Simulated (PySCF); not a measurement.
Molecule: C₄H₁₃InO, singlet. Atoms near the plane z = 0.0 Å, at the GFN2-xTB optimised geometry (x, y, z in Å): In1 (-0.3, 0.6, 0.0), H2 (-1.1, 2.1, 0.0), C3 (1.9, 0.6, 0.0), H4 (2.3, -0.4, 0.4), H5 (2.3, 1.4, 0.6), H6 (2.3, 0.7, -1.0), C7 (-1.5, -1.2, -0.4), H8 (-0.9, -2.1, -0.4), H10 (-2.3, -1.4, 0.3).

Calculation: PBE0/def2-SVP, def2 effective core potentials past Kr (PySCF 2.14.0). The core electrons that the potentials of In replace are not part of the density. Cells within 0.4 Å of a nucleus heavier than hydrogen are left out (blank, or x). The values are rescaled to run from 0 to 1.

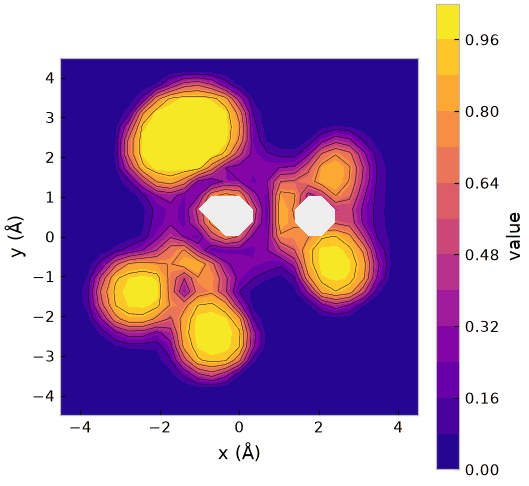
Fig. 1. a field on the plane z = 0.0 Å.

Task: Which quantity is mapped?
(A) electrostatic potential
(B) log10 of the electron density
(C) electron localisation function
(D) an orbital amplitude

Result: C, electron localisation function
